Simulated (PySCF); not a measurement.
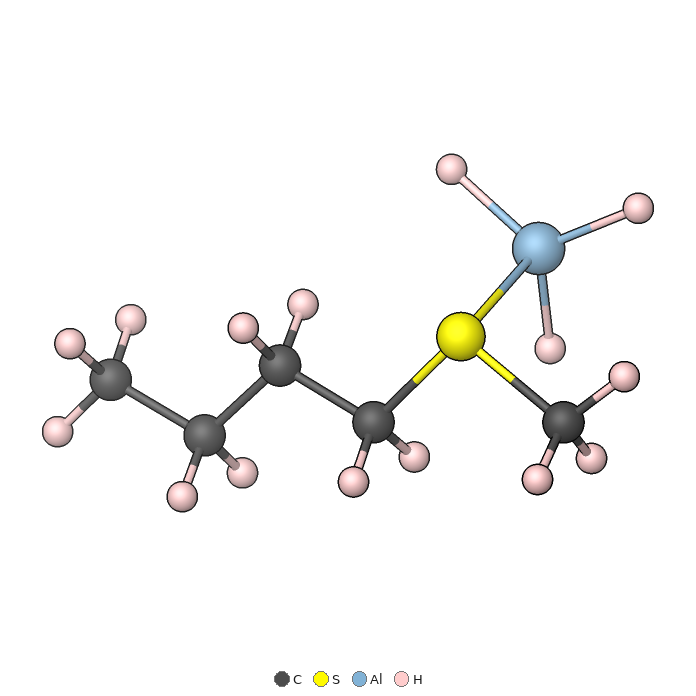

Rendered structure (ball-and-stick style). Every bond is drawn as one stick, whatever its order.

The computed structure is the end point of a PBE0-D3(BJ)/def2-SVP optimisation. No frequency run is at hand to confirm it as a minimum.

What is the molecular formula?

Answer. C5H15AlS, 22 atoms: 5 carbon, 15 hydrogen, 1 aluminium and 1 sulfur.

What is its SMILES?

Answer. CCCC[S@@+](C)[AlH3-]

Give the symmetry (Schoenflies symbol).

Answer. C1.

Count the bonded pairs by element.

Answer. 12 C–H, 3 C–C, 3 Al–H, 2 C–S, 1 Al–S.

More results for the same structure follow; atom numbers are the same in all pictures, views and colours differ.

Polarisability

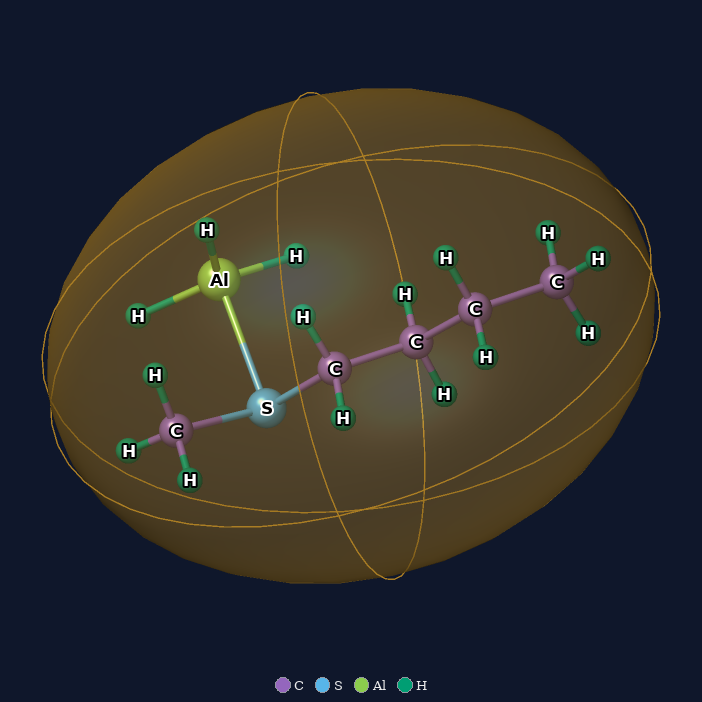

The ellipsoid shows the static dipole polarisability: its half-axes are proportional to the principal values. No frequency run is at hand to confirm it as a minimum. Level of theory: CAM-B3LYP/def2-SVPD (PySCF 2.14.0).

How large and how anisotropic is the polarisability?

Answer. Principal values 99.9, 115.9, 137.1 bohr³; mean 117.7 bohr³ (17.43 Å³); anisotropy 32.3 bohr³, so the longest axis is 1.37 times the shortest.

Core levels

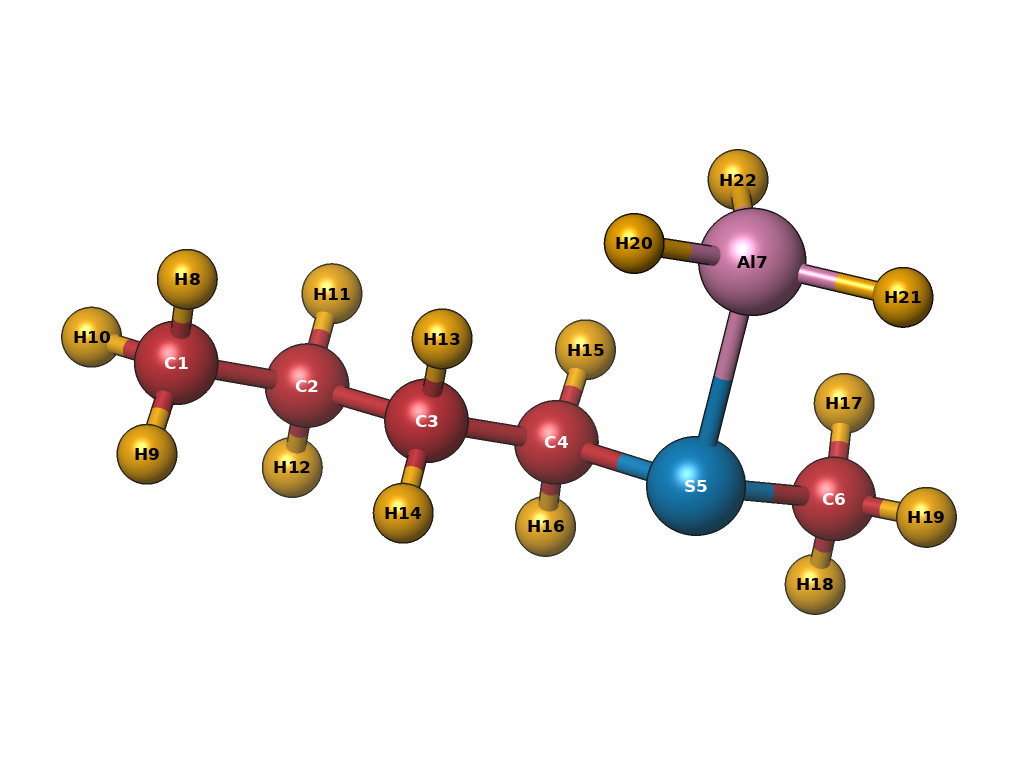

No frequency run is at hand to confirm it as a minimum. Level of theory: delta-SCF UKS SCAN, pcX-2 on the ionised atom, pcseg-1 elsewhere, spin-free X2C (PySCF 2.14.0).

Give the core-electron binding energies (to vacuum; p and d levels without spin–orbit splitting) of C1 1s, C2 1s, C3 1s, C4 1s, S5 1s, S5 2p, C6 1s, Al7 1s, Al7 2p.

| atom | level | binding energy (eV) |
| --- | --- | --- |
| C1 | 1s | 290.8 |
| C2 | 1s | 290.9 |
| C3 | 1s | 290.9 |
| C4 | 1s | 291.6 |
| S5 | 1s | 2478.0 |
| S5 | 2p | 170.6 |
| C6 | 1s | 291.8 |
| Al7 | 1s | 1565.3 |
| Al7 | 2p | 79.0 |

NMR shielding

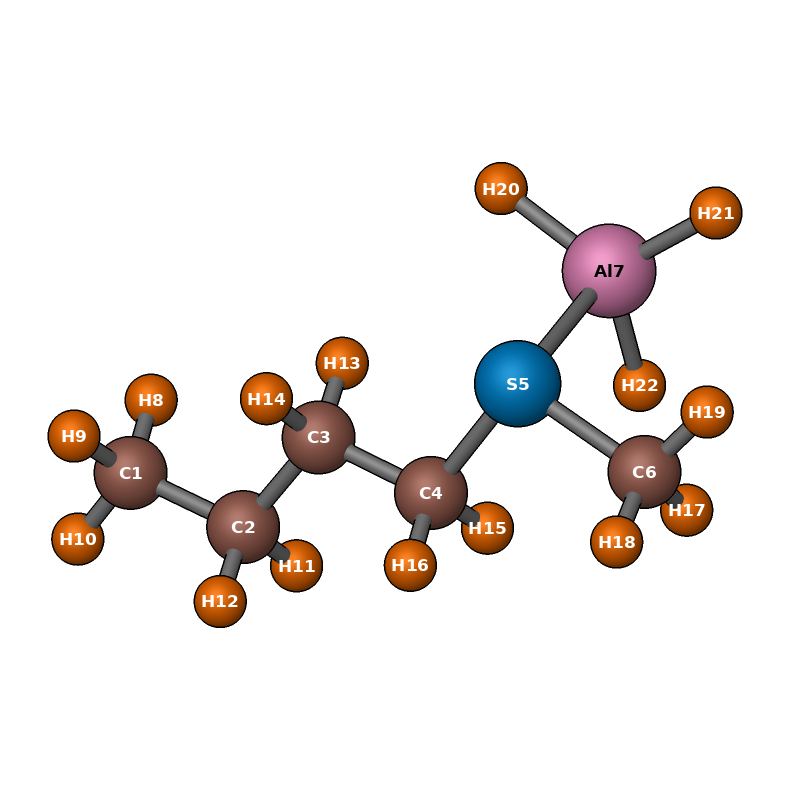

No frequency run is at hand to confirm it as a minimum. Method: GIAO PBE0/pcSseg-1 NMR shielding, non-relativistic, gas phase (PySCF 2.14.0). Principal shieldings σ11 ≤ σ22 ≤ σ33, span Ω = σ33 − σ11, skew κ = 3(σiso − σ22)/Ω.

Give the shielding tensors of the Al atoms.

```tsv
atom	σ11	σ22	σ33	σiso	Ω	κ
Al7	392.0	416.7	435.7	414.8	43.7	−0.13
```

Shieldings and span in ppm.
